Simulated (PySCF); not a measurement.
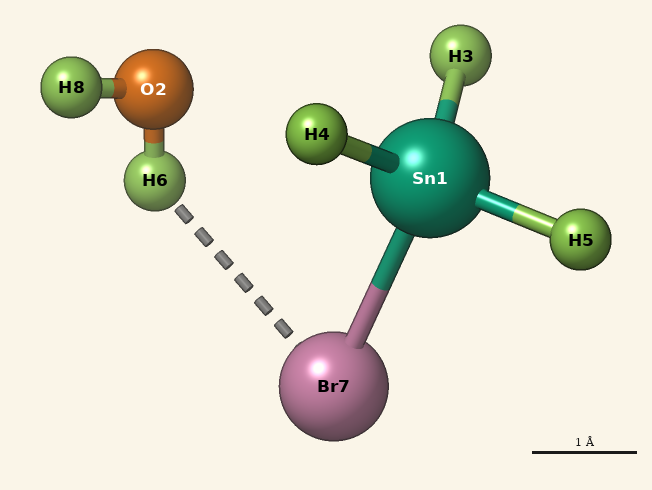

Broken lines mark hydrogen bonds. Computed geometry: PBE0-D4/def2-TZVP optimisation. No frequency run is at hand to confirm it as a minimum.

Tabulate the hydrogen bonds (donors O, N, F, S, Cl) with their geometry.

| D–H···A | D–H (Å) | H···A (Å) | angle (°) | kind |
| --- | --- | --- | --- | --- |
| O2–H6···Br7 | 0.96 | 2.70 | 127 | intermolecular |
